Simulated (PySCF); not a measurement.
**C3H2BrN, SMILES `N#C/C=C/Br`: what the electrons do**

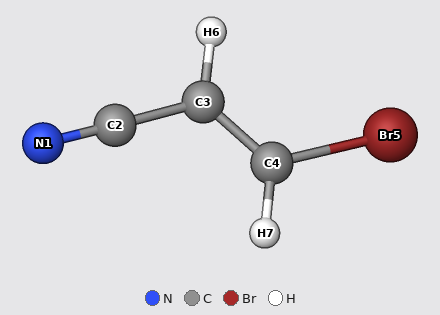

The molecule, with its atoms numbered as below. No frequency check shows the geometry to be a minimum.

Cartesian coordinates (Å):

```
N1       3.7430    0.1824    0.0000
C2       2.6332   -0.1037    0.0000
C3       1.2752   -0.4758    0.0000
C4       0.3073    0.4383    0.0000
Br5     -1.5161   -0.0112    0.0000
H6       1.0704   -1.5379    0.0000
H7       0.4975    1.5009    0.0000
```

## 1. Removing or adding an electron

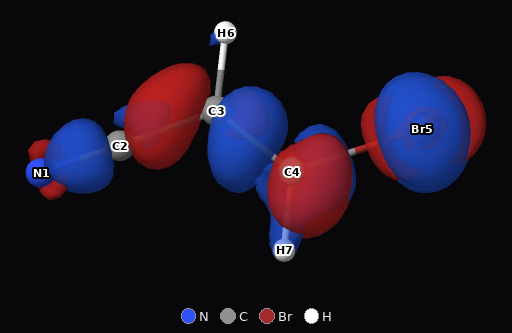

Dual descriptor f⁺ − f⁻ at ±0.03 e/Å³ (red positive, blue negative).

Level of theory: ωB97X/aug-cc-pVDZ (PySCF), at a geometry from GFN2-xTB.

Q: Which atoms come out as electrophilic, and which as nucleophilic?

A: Electrophilic (positive): C4 (+0.07). Nucleophilic (negative): Br5 (−0.16). f⁻ (Hirshfeld-condensed) is largest on Br5 (0.38); the vertical ionisation energy is 10.28 eV (the stability of the cation's solution wasn't checked). f⁺ (Hirshfeld-condensed) is largest on Br5 (0.22), N1 (0.19) and C4 (0.18); the vertical electron affinity is 0.17 eV (the stability of the anion's solution wasn't checked).

## 2. Localised orbitals

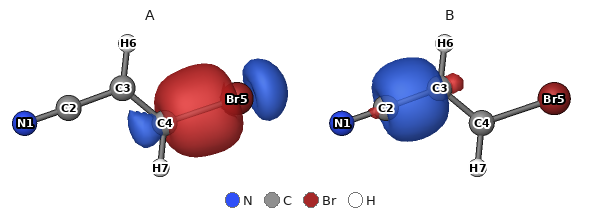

Pipek–Mezey orbitals, occupied; each surface holds about 85 % of the orbital's density. Energies are diagonal elements of the Fock matrix.

Computed with PySCF, BLYP/def2-SVP, geometry: GFN2-xTB.

Q: What does each orbital represent in a Lewis picture?

A: By panel:
- A: σ bond Br5–C4 (Br5 55 %, C4 45 %; −14.0 eV)
- B: σ bond C2–C3 (C2 52 %, C3 48 %; −16.4 eV)

## 3. The π system

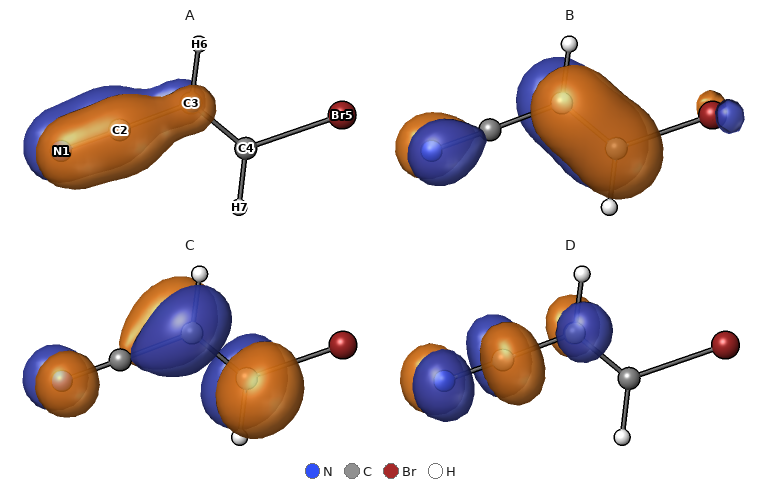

Natural orbitals of the π active space, CASSCF(4,4), triplet state at the geometry of the singlet, in order of falling occupation. The active space holds only one of the two perpendicular π systems.

Method: def2-SVPD basis; geometry: GFN2-xTB; program: PySCF.

Q: What are the natural occupation numbers?

A: A 1.92, B 1.02, C 0.98, D 0.07.

Q: Where does the lowest triplet lie relative to the singlet, at this geometry and within this active space?

A: 3.95 eV above it by strongly contracted NEVPT2 (+3.82 eV by CASSCF); a small basis tends to put such gaps a few tenths of an eV too high. This is a vertical energy for π states alone; a state that uses lone pairs or σ orbitals may lie lower.
